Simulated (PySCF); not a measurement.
SMILES C[SiH2]S[Si](C)(C)O, GFN2-xTB optimised geometry. Atoms within 1.6 Å of the plane z = 0.0 Å (x, y, z in Å): Si4 (-0.22, 0.61, 0.00), C5 (1.68, 0.61, 0.00), C6 (-0.99, 2.34, 0.00), O7 (-0.61, -0.27, 1.32), H8 (-0.49, -2.93, -0.38), H13 (2.06, 1.25, 0.78), H14 (2.06, -0.39, 0.17), H15 (2.07, 0.96, -0.95), H16 (-0.63, 2.93, -0.83), H17 (-0.75, 2.87, 0.92), H18 (-2.07, 2.29, -0.08), H19 (-1.52, -0.45, 1.54).

Method: CAM-B3LYP/def2-SVP (PySCF). Cells within 0.4 Å of a nucleus heavier than hydrogen are left out (blank, or x).

Map of the HOMO−1 amplitude (bohr^(-3/2)) on the plane z = 0.0 Å; orbital energy -9.16 eV, overall sign arbitrary:

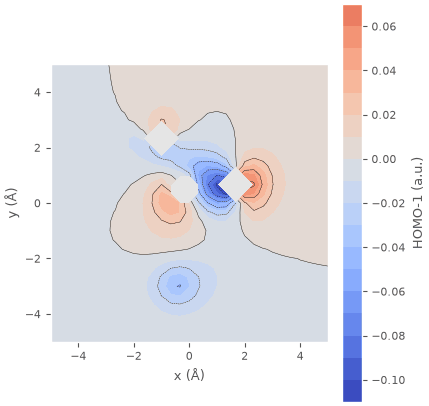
*HOMO−1 amplitude (bohr^(-3/2)) on the plane z = 0.0 Å.*
